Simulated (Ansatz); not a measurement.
# ClFGeH3O with multiplicity 2: two geometries relaxed

Are the two ends of the reaction (atom abstraction by a radical) separate minima, and which lies lower? Each is relaxed from a guess. Meant to form: Cl2–O6; to break: Ge1–Cl2. The start is a guess near the saddle point, from which both ends are pulled out.

Method: UKS B3LYP/def2-SVP, in Ansatz 0.2.0.

## (1) The structure to begin with

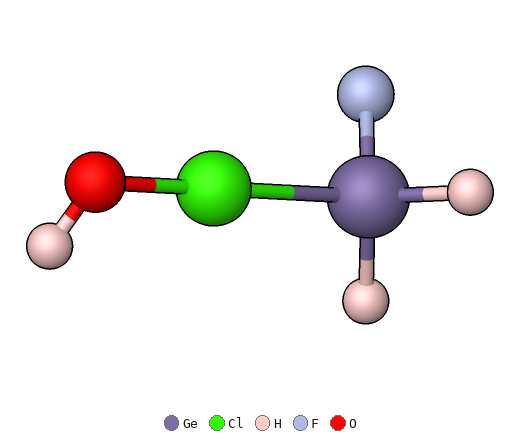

The starting structure, seen from a chosen angle (germanium purple, chlorine green, hydrogen pink, fluorine light blue, oxygen red).

Coordinates:

```xyz
7

Ge    0.0000    0.0000    0.0000
Cl    0.0000    0.0000    2.4700
H     1.4616    0.0000   -0.5162
F    -0.7913    1.3709   -0.5594
H    -0.7300   -1.2648   -0.5162
O     0.0000    0.0000    4.3600
H    -0.5144   -0.8011    4.6971
```

## (2) A restrained relaxation towards end A

Springs on the bonds that form and break draw the guess towards this end; the thresholds are loose.

Contents of input.yaml:

```yaml
crystal:
  periodic: [false, false, false]
  atoms:
    - { symbol: Ge, position_ang: [0.0, 0.0, 0.0] }
    - { symbol: Cl, position_ang: [0.0, 0.0, 2.47] }
    - { symbol: H, position_ang: [1.4616, 0.0, -0.5162] }
    - { symbol: F, position_ang: [-0.7913, 1.3709, -0.5594] }
    - { symbol: H, position_ang: [-0.73, -1.2648, -0.5162] }
    - { symbol: O, position_ang: [0.0, 0.0, 4.36] }
    - { symbol: H, position_ang: [-0.5144, -0.8011, 4.6971] }
magnetization:
  spin_polarized: true
  initial_magnetization: 1
basis:
  gaussian: { orbitals: def2-SVP }
hamiltonian:
  xc: b3lyp
relax:
  f_tol: 0.15
  max_steps: 25
  restrain:
    - { distance: [1, 5], at: 2.79, k: 30.0 }
    - { distance: [0, 1], at: 2.22, k: 30.0 }
```

Launch:

```
$ ansatz run input.yaml --threads 4 --pin off --max-ram 5120MiB --backend cpu --events-out ev --progress --plain --runs-dir out
```

The log of the run, shortened:

```text
Warning: RAYON_NUM_THREADS=4 ignored (pool sized by the plan → 4); use --threads N
[...]
Functional definition: B3LYP
[...]
958 factors; integrals over basis functions are off by at most 3.9e-4 eV
[...]
mean field -73838.34050298 eV, -2713.5089640597 hartree, gradient 3.4e-5 eV, S^2 0.764719; 2 other end points of the search recorded, 0 dependent functions left out
[...]
reference -73838.34074126 eV, -2713.5089728164 hartree; 35, 34 occupied and 58, 59 virtual orbitals, 958 factors
relax step   1: F+E_penalty+E_count = -73838.34050298 eV  Δ(F+E_penalty+E_count) = +0.000e0 eV  max|allowed force component| = 3.216e0 eV/Å  E_restraint = 13.08750000 eV  max|allowed force component, restraints' pulls added| = 3.772e1 eV/Å  Δτ_max = 0.0000 Å  (59 SCF iters, accepted)
[...]
relax step   6: F+E_penalty+E_count = -73839.65316834 eV  Δ(F+E_penalty+E_count) = -2.267e-3 eV  max|allowed force component| = 6.268e-1 eV/Å  E_restraint = 0.00542356 eV  max|allowed force component, restraints' pulls added| = 3.823e-1 eV/Å  Δτ_max = 0.0341 Å  (107 SCF iters, accepted)
[...]
relax step   7: F+E_penalty+E_count = -73839.66562152 eV  Δ(F+E_penalty+E_count) = -1.245e-2 eV  max|allowed force component| = 6.242e-1 eV/Å  E_restraint = 0.00479220 eV  max|allowed force component, restraints' pulls added| = 9.566e-2 eV/Å  Δτ_max = 0.2000 Å  (109 SCF iters, accepted)
  distance Cl 1 - O 5 = 2.7957 Å
  distance Ge 0 - Cl 1 = 2.2031 Å
959 factors; integrals over basis functions are off by at most 4.5e-4 eV
[...]
mean field -73839.66562152 eV, -2713.5576612679 hartree, gradient 2.1e-7 eV, S^2 0.751943; 3 other end points of the search recorded, 0 dependent functions left out
[...]
reference -73839.66585947 eV, -2713.5576700123 hartree; 35, 34 occupied and 58, 59 virtual orbitals, 959 factors
Total energy: -73839.66585947 eV, -2713.5576700123 hartree
Atom 0 at     0.039890    -0.036205    -0.066551 Å, force    -0.025369     0.122457     0.529246 eV/Å
Atom 1 at     0.080486     0.239074     2.118864 Å, force    -0.018422    -0.051233    -0.624227 eV/Å
Atom 2 at     1.476999     0.057810    -0.587680 Å, force     0.012492    -0.006546    -0.012206 eV/Å
Atom 3 at    -0.834740     1.323976    -0.714204 Å, force     0.022456    -0.064149     0.013986 eV/Å
Atom 4 at    -0.761966    -1.298307    -0.413028 Å, force     0.009314     0.024217     0.031327 eV/Å
Atom 5 at     0.115844    -0.222948     4.875893 Å, force     0.000946    -0.034148     0.072891 eV/Å
Atom 6 at    -0.690613    -0.758400     4.722004 Å, force    -0.001417     0.009401    -0.011017 eV/Å
Dipole moment:    -0.067779    -0.559505    -0.332816 e Å
```

Wall time 33 s (4 threads of Arm Neoverse V1, shared host); peak memory 0.33 GiB.

The steps of the relaxation:

```csv
step,energy from step 1 (eV),largest force component (eV/Å)
1,0.0000,3.2160
2,-0.9756,2.1461
3,-1.2693,0.5393
4,-1.3045,0.6547
5,-1.3104,0.6210
6,-1.3127,0.6268
7,-1.3251,0.6242
```

Step 1 is the start. Energies and forces in the table leave out the springs, which the log lists apart; the run stops on the force with the springs' pull added.

After: Bond lengths: Ge1–Cl2 2.203 Å, Ge1–H3 1.532 Å, Ge1–F4 1.742 Å, Ge1–H5 1.535 Å, O6–H7 0.980 Å. Angles: Cl2–Ge1–H3 108.2°, Cl2–Ge1–F4 106.3°, Cl2–Ge1–H5 109.7°, H3–Ge1–F4 107.3°, H3–Ge1–H5 117.6°, F4–Ge1–H5 107.2°.

Pairs that crossed the distance rule for bonds on the way: moved apart Cl2–O6.

## (3) End point A

It starts where the restrained run ended.

Contents of input.yaml:

```yaml
crystal:
  periodic: [false, false, false]
  atoms:
    - { symbol: Ge, position_ang: [0.03989, -0.036205, -0.066551] }
    - { symbol: Cl, position_ang: [0.080486, 0.239074, 2.118864] }
    - { symbol: H, position_ang: [1.476999, 0.05781, -0.58768] }
    - { symbol: F, position_ang: [-0.83474, 1.323976, -0.714204] }
    - { symbol: H, position_ang: [-0.761966, -1.298307, -0.413028] }
    - { symbol: O, position_ang: [0.115844, -0.222948, 4.875893] }
    - { symbol: H, position_ang: [-0.690613, -0.7584, 4.722004] }
magnetization:
  spin_polarized: true
  initial_magnetization: 1
basis:
  gaussian: { orbitals: def2-SVP }
hamiltonian:
  xc: b3lyp
relax:
  f_tol: 0.03
  max_steps: 50
```

Launch:

```
$ ansatz run input.yaml --threads 4 --pin off --max-ram 5120MiB --backend cpu --events-out ev --progress --plain --runs-dir out
```

The log of the run, shortened:

```text
Warning: RAYON_NUM_THREADS=4 ignored (pool sized by the plan → 4); use --threads N
[...]
[... 1 set-up line as earlier in the session ...]
[...]
955 factors; integrals over basis functions are off by at most 3.2e-4 eV
[...]
mean field -73839.66562409 eV, -2713.5576613622 hartree, gradient 2.2e-7 eV, S^2 0.751943; 2 other end points of the search recorded, 0 dependent functions left out
[...]
reference -73839.66586209 eV, -2713.5576701088 hartree; 35, 34 occupied and 58, 59 virtual orbitals, 955 factors
relax step   1: F+E_penalty+E_count = -73839.66562409 eV  Δ(F+E_penalty+E_count) = +0.000e0 eV  max|allowed force component| = 6.242e-1 eV/Å  Δτ_max = 0.0000 Å  (177 SCF iters, accepted)
[...]
relax step   8: F+E_penalty+E_count = -73839.70625795 eV  Δ(F+E_penalty+E_count) = -4.548e-3 eV  max|allowed force component| = 1.403e-1 eV/Å  Δτ_max = 0.0720 Å  (104 SCF iters, accepted)
[...]
relax step  15: F+E_penalty+E_count = -73839.73028852 eV  Δ(F+E_penalty+E_count) = -6.067e-3 eV  max|allowed force component| = 1.658e-1 eV/Å  Δτ_max = 0.0823 Å  (108 SCF iters, accepted)
[...]
relax step  22: F+E_penalty+E_count = -73839.75767100 eV  Δ(F+E_penalty+E_count) = -3.209e-3 eV  max|allowed force component| = 2.953e-1 eV/Å  Δτ_max = 0.0975 Å  (104 SCF iters, accepted)
[...]
relax step  29: F+E_penalty+E_count = -73839.80315026 eV  Δ(F+E_penalty+E_count) = -1.133e-2 eV  max|allowed force component| = 3.822e-1 eV/Å  Δτ_max = 0.1463 Å  (108 SCF iters, accepted)
relax step  30: F+E_penalty+E_count = -73839.81525627 eV  Δ(F+E_penalty+E_count) = -1.211e-2 eV  max|allowed force component| = 7.716e-1 eV/Å  Δτ_max = 0.1952 Å  (112 SCF iters, accepted)
```

## (4) More of the same log: end point A relaxed

The log, continued, shortened:

```text
relax step  31: F+E_penalty+E_count = -73839.83050157 eV  Δ(F+E_penalty+E_count) = -1.525e-2 eV  max|allowed force component| = 8.032e-1 eV/Å  Δτ_max = 0.1940 Å  (99 SCF iters, accepted)
[...]
relax step  34: F+E_penalty+E_count = -73839.87846828 eV  Δ(F+E_penalty+E_count) = -1.595e-2 eV  max|allowed force component| = 6.992e-1 eV/Å  Δτ_max = 0.1947 Å  (103 SCF iters, accepted)
[...]
relax step  37: F+E_penalty+E_count = -73839.94175045 eV  Δ(F+E_penalty+E_count) = -5.227e-3 eV  max|allowed force component| = 3.708e-1 eV/Å  Δτ_max = 0.1110 Å  (57 SCF iters, accepted)
[...]
relax step  40: F+E_penalty+E_count = -73839.95208055 eV  Δ(F+E_penalty+E_count) = -9.143e-3 eV  max|allowed force component| = 7.600e-2 eV/Å  Δτ_max = 0.0932 Å  (112 SCF iters, accepted)
[...]
reference -73839.95293519 eV, -2713.5682198506 hartree; 35, 34 occupied and 58, 59 virtual orbitals, 955 factors
Total energy: -73839.95293519 eV, -2713.5682198506 hartree
Atom 0 at    -0.185060    -0.003219     0.624557 Å, force     0.001044    -0.004419     0.003867 eV/Å
Atom 1 at    -0.258521     1.650700     2.055541 Å, force     0.000553    -0.000359     0.010926 eV/Å
Atom 2 at     1.237373    -0.558896     0.561463 Å, force     0.001927     0.001875    -0.001550 eV/Å
Atom 3 at    -0.473583     0.760444    -0.918011 Å, force    -0.001029    -0.002397    -0.010920 eV/Å
Atom 4 at    -1.372374    -0.935852     0.862771 Å, force    -0.002545     0.002238    -0.001728 eV/Å
Atom 5 at     0.289442    -1.264321     3.206553 Å, force    -0.000609     0.001033     0.000236 eV/Å
Atom 6 at     0.188623    -0.343856     3.542424 Å, force     0.000659     0.002029    -0.000831 eV/Å
Dipole moment:     0.065123    -0.230939     0.294041 e Å
```

Run time: 4.5 min. Hardware: 4 threads of Arm Neoverse V1, shared host; peak memory 0.42 GiB.

Step by step, one in 2:

| step | energy from step 1 (eV) | largest force component (eV/Å) |
| --- | --- | --- |
| 1 | 0.0000 | 0.6242 |
| 3 | -0.0192 | 0.7487 |
| 5 | -0.0306 | 0.1814 |
| 7x | -0.0033 | 1.3209 |
| 9 | -0.0447 | 0.0368 |
| 11 | -0.0491 | 0.0718 |
| 13 | -0.0586 | 0.2163 |
| 15 | -0.0647 | 0.1658 |
| 17 | -0.0825 | 0.0825 |
| 19 | -0.0843 | 0.0188 |
| 21 | -0.0888 | 0.0249 |
| 23 | -0.0948 | 0.4436 |
| 25 | -0.1112 | 0.2043 |
| 27 | -0.1183 | 0.2292 |
| 29 | -0.1375 | 0.3822 |
| 31 | -0.1649 | 0.8032 |
| 33 | -0.1969 | 0.3353 |
| 35 | -0.2435 | 0.6843 |
| 37 | -0.2761 | 0.3708 |
| 39x | -0.2326 | 1.4056 |
| 41 | -0.2866 | 0.0693 |
| 42 | -0.2871 | 0.0109 |

Step 1 is the start. 6 steps were tried and not accepted (7, 10, 14, 20, 26, 39; marked x where the table lists them).

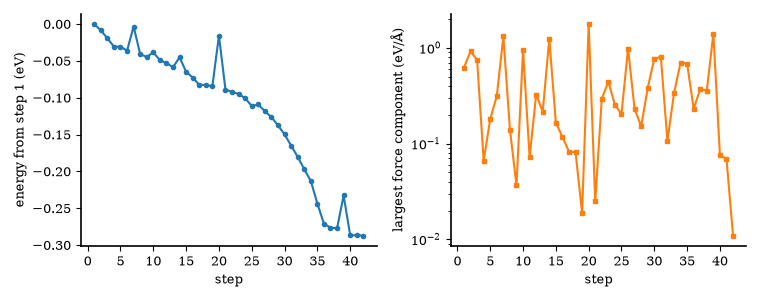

Energy and largest force along the relaxation.

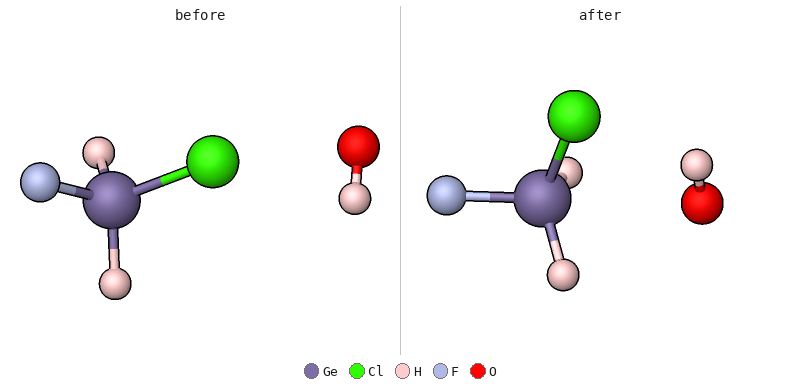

Before and after, at one scale.

After: Bond lengths: Ge1–Cl2 2.188 Å, Ge1–H3 1.528 Å, Ge1–F4 1.745 Å, Ge1–H5 1.528 Å, O6–H7 0.985 Å. Angles: Cl2–Ge1–H3 109.5°, Cl2–Ge1–F4 104.0°, Cl2–Ge1–H5 109.5°, H3–Ge1–F4 106.0°, H3–Ge1–H5 120.5°, F4–Ge1–H5 106.0°.

## (5) A restrained relaxation towards end B

Springs on the bonds that form and break draw the guess towards this end; the thresholds are loose.

Contents of input.yaml:

```yaml
crystal:
  periodic: [false, false, false]
  atoms:
    - { symbol: Ge, position_ang: [0.0, 0.0, 0.0] }
    - { symbol: Cl, position_ang: [0.0, 0.0, 2.47] }
    - { symbol: H, position_ang: [1.4616, 0.0, -0.5162] }
    - { symbol: F, position_ang: [-0.7913, 1.3709, -0.5594] }
    - { symbol: H, position_ang: [-0.73, -1.2648, -0.5162] }
    - { symbol: O, position_ang: [0.0, 0.0, 4.36] }
    - { symbol: H, position_ang: [-0.5144, -0.8011, 4.6971] }
magnetization:
  spin_polarized: true
  initial_magnetization: 1
basis:
  gaussian: { orbitals: def2-SVP }
hamiltonian:
  xc: b3lyp
relax:
  f_tol: 0.15
  max_steps: 25
  restrain:
    - { distance: [1, 5], at: 1.59, k: 30.0 }
    - { distance: [0, 1], at: 3.42, k: 30.0 }
```

Launch:

```
$ ansatz run input.yaml --threads 4 --pin off --max-ram 5120MiB --backend cpu --events-out ev --progress --plain --runs-dir out
```

The log of the run:

```text
Warning: RAYON_NUM_THREADS=4 ignored (pool sized by the plan → 4); use --threads N
The last accepted step is kept in <dir> (removed where the run ends without a failure and the disk answers)
Engine: ansatz 0.2.0, aarch64-unknown-linux-gnu
[... 1 set-up line as earlier in the session ...]
  parameter a0 = 0.2
  parameter ax = 0.72
  parameter ac = 0.81
  exchange = (1 - a0 - ax)*slater_x + ax*b88_x + a0*exact_x
  correlation = (1 - ac)*vwn_rpa_c + ac*lyp_c
958 factors; integrals over basis functions are off by at most 3.9e-4 eV
mean field evaluation 1: about -73831.7570 eV, gradient 4.2e1 eV
mean field evaluation 2: about -73734.3490 eV, gradient 1.2e2 eV
mean field evaluation 4: about -73837.9097 eV, gradient 8.0e0 eV
mean field evaluation 8: about -73838.3221 eV, gradient 3.3e-1 eV
mean field evaluation 16: about -73838.3405 eV, gradient 3.0e-4 eV
mean field -73838.34050298 eV, -2713.5089640597 hartree, gradient 3.4e-5 eV, S^2 0.764719; 2 other end points of the search recorded, 0 dependent functions left out
the calculation of the forces begins
reference -73838.34074126 eV, -2713.5089728164 hartree; 35, 34 occupied and 58, 59 virtual orbitals, 958 factors
relax step   1: F+E_penalty+E_count = -73838.34050298 eV  Δ(F+E_penalty+E_count) = +0.000e0 eV  max|allowed force component| = 3.216e0 eV/Å  E_restraint = 14.88750000 eV  max|allowed force component, restraints' pulls added| = 3.428e1 eV/Å  Δτ_max = 0.0000 Å  (59 SCF iters, accepted)
  distance Cl 1 - O 5 = 1.8900 Å
  distance Ge 0 - Cl 1 = 2.4700 Å
these checks for a lower state are left out or cut short: starts, cluster_reference, orbital_swaps, neighbouring_geometries, increment
958 factors; integrals over basis functions are off by at most 3.7e-4 eV
mean field evaluation 32: about -73837.7082 eV, gradient 1.4e0 eV
mean field -73837.77979139 eV, -2713.4883582890 hartree, gradient 1.2e-5 eV, S^2 0.757668; 0 other end points of the search recorded, 0 dependent functions left out
the calculation of the forces begins
reference -73837.78002710 eV, -2713.4883669509 hartree; 35, 34 occupied and 58, 59 virtual orbitals, 958 factors
relax step   2: F+E_penalty+E_count = -73837.77979139 eV  Δ(F+E_penalty+E_count) = +5.607e-1 eV  max|allowed force component| = 2.209e0 eV/Å  E_restraint = 5.23566619 eV  max|allowed force component, restraints' pulls added| = 2.002e1 eV/Å  Δτ_max = 0.1937 Å  (41 SCF iters, accepted)
  distance Cl 1 - O 5 = 1.7423 Å
  distance Ge 0 - Cl 1 = 2.8492 Å
these checks for a lower state are left out or cut short: starts, cluster_reference, orbital_swaps, neighbouring_geometries, increment
958 factors; integrals over basis functions are off by at most 5.5e-4 eV
mean field -73837.17742147 eV, -2713.4662216026 hartree, gradient 1.4e-5 eV, S^2 0.751833; 0 other end points of the search recorded, 0 dependent functions left out
the calculation of the forces begins
reference -73837.17765362 eV, -2713.4662301340 hartree; 35, 34 occupied and 58, 59 virtual orbitals, 958 factors
relax step   3: F+E_penalty+E_count = -73837.17742147 eV  Δ(F+E_penalty+E_count) = +6.024e-1 eV  max|allowed force component| = 4.710e0 eV/Å  E_restraint = 0.69795753 eV  max|allowed force component, restraints' pulls added| = 4.405e0 eV/Å  Δτ_max = 0.1967 Å  (39 SCF iters, accepted)
  distance Cl 1 - O 5 = 1.5920 Å
  distance Ge 0 - Cl 1 = 3.2043 Å
these checks for a lower state are left out or cut short: starts, cluster_reference, orbital_swaps, neighbouring_geometries, increment
958 factors; integrals over basis functions are off by at most 4.8e-4 eV
mean field -73837.61206847 eV, -2713.4821945852 hartree, gradient 2.2e-5 eV, S^2 0.751549; 0 other end points of the search recorded, 0 dependent functions left out
the calculation of the forces begins
reference -73837.61230753 eV, -2713.4822033704 hartree; 35, 34 occupied and 58, 59 virtual orbitals, 958 factors
relax step   4: F+E_penalty+E_count = -73837.61206847 eV  Δ(F+E_penalty+E_count) = -4.346e-1 eV  max|allowed force component| = 2.287e0 eV/Å  E_restraint = 0.09476726 eV  max|allowed force component, restraints' pulls added| = 1.024e0 eV/Å  Δτ_max = 0.1986 Å  (33 SCF iters, accepted)
  distance Cl 1 - O 5 = 1.6555 Å
  distance Ge 0 - Cl 1 = 3.3750 Å
these checks for a lower state are left out or cut short: starts, cluster_reference, orbital_swaps, neighbouring_geometries, increment
958 factors; integrals over basis functions are off by at most 4.7e-4 eV
mean field -73837.83049410 eV, -2713.4902215792 hartree, gradient 2.6e-5 eV, S^2 0.751776; 0 other end points of the search recorded, 0 dependent functions left out
the calculation of the forces begins
reference -73837.83073713 eV, -2713.4902305103 hartree; 35, 34 occupied and 58, 59 virtual orbitals, 958 factors
relax step   5: F+E_penalty+E_count = -73837.83049410 eV  Δ(F+E_penalty+E_count) = -2.184e-1 eV  max|allowed force component| = 1.854e0 eV/Å  E_restraint = 0.08036852 eV  max|allowed force component, restraints' pulls added| = 7.332e-1 eV/Å  Δτ_max = 0.1948 Å  (34 SCF iters, accepted)
  distance Cl 1 - O 5 = 1.6616 Å
  distance Ge 0 - Cl 1 = 3.4047 Å
these checks for a lower state are left out or cut short: starts, cluster_reference, orbital_swaps, neighbouring_geometries, increment
958 factors; integrals over basis functions are off by at most 4.2e-4 eV
mean field evaluation 64: about -73837.8362 eV, gradient 6.8e-2 eV
mean field -73837.83624013 eV, -2713.4904327416 hartree, gradient 8.3e-5 eV, S^2 0.751935; 0 other end points of the search recorded, 0 dependent functions left out
the calculation of the forces begins
reference -73837.83648275 eV, -2713.4904416581 hartree; 35, 34 occupied and 58, 59 virtual orbitals, 958 factors
relax step   6: F+E_penalty+E_count = -73837.83624013 eV  Δ(F+E_penalty+E_count) = -5.746e-3 eV  max|allowed force component| = 1.830e0 eV/Å  E_restraint = 0.07346819 eV  max|allowed force component, restraints' pulls added| = 3.501e-1 eV/Å  Δτ_max = 0.2000 Å  (37 SCF iters, accepted)
  distance Cl 1 - O 5 = 1.6600 Å
  distance Ge 0 - Cl 1 = 3.4201 Å
these checks for a lower state are left out or cut short: starts, cluster_reference, orbital_swaps, neighbouring_geometries, increment
958 factors; integrals over basis functions are off by at most 4.2e-4 eV
mean field -73837.82812545 eV, -2713.4901345329 hartree, gradient 2.0e-5 eV, S^2 0.751984; 0 other end points of the search recorded, 0 dependent functions left out
the calculation of the forces begins
reference -73837.82836790 eV, -2713.4901434428 hartree; 35, 34 occupied and 58, 59 virtual orbitals, 958 factors
relax step   7: F+E_penalty+E_count = -73837.82812545 eV  Δ(F+E_penalty+E_count) = +8.115e-3 eV  max|allowed force component| = 1.912e0 eV/Å  E_restraint = 0.06091321 eV  max|allowed force component, restraints' pulls added| = 5.433e-2 eV/Å  Δτ_max = 0.0627 Å  (34 SCF iters, accepted)
  distance Cl 1 - O 5 = 1.6537 Å
  distance Ge 0 - Cl 1 = 3.4177 Å
958 factors; integrals over basis functions are off by at most 4.2e-4 eV
mean field -73837.82812545 eV, -2713.4901345329 hartree, gradient 2.0e-5 eV, S^2 0.751984; 1 other end points of the search recorded, 0 dependent functions left out
the calculation of the forces begins
reference -73837.82836790 eV, -2713.4901434428 hartree; 35, 34 occupied and 58, 59 virtual orbitals, 958 factors
Total energy: -73837.82836790 eV, -2713.4901434428 hartree
Atom 0 at     0.013484    -0.000908    -0.280441 Å, force    -0.004962     0.005040     0.070698 eV/Å
Atom 1 at    -0.105105     0.177242     3.130516 Å, force    -0.269898     0.384994    -1.911642 eV/Å
Atom 2 at     1.489433     0.037815    -0.776410 Å, force    -0.006044    -0.015059     0.008941 eV/Å
Atom 3 at    -0.778307     1.369855    -1.037152 Å, force    -0.014825     0.021530    -0.017615 eV/Å
Atom 4 at    -0.764916    -1.258257    -0.773137 Å, force     0.019233    -0.000250     0.011024 eV/Å
Atom 5 at     0.121694    -0.176759     4.729863 Å, force     0.316346    -0.377265     1.863560 eV/Å
Atom 6 at    -0.550384    -0.843988     4.942060 Å, force    -0.039850    -0.018988    -0.024967 eV/Å
Dipole moment:    -0.062084    -0.556504     0.170111 e Å
```

It took 16 s on 4 threads of Arm Neoverse V1, shared host; peak memory 0.29 GiB.

The steps of the relaxation:

```
step  energy from step 1 (eV)  largest force component (eV/Å)
   1                   0.0000                          3.2160
   2                   0.5607                          2.2093
   3                   1.1631                          4.7097
   4                   0.7284                          2.2873
   5                   0.5100                          1.8542
   6                   0.5043                          1.8302
   7                   0.5124                          1.9116
```

Step 1 is the start. Energies and forces in the table leave out the springs, which the log lists apart; the run stops on the force with the springs' pull added.

After: Bond lengths: Ge1–H3 1.558 Å, Ge1–F4 1.755 Å, Ge1–H5 1.559 Å, Cl2–O6 1.654 Å, O6–H7 0.971 Å. Angles: H3–Ge1–F4 105.7°, H3–Ge1–H5 113.1°, F4–Ge1–H5 105.6°, Cl2–O6–H7 105.3°.

Pairs that crossed the distance rule for bonds on the way: moved apart Ge1–Cl2.

[end of part 1 of 2]
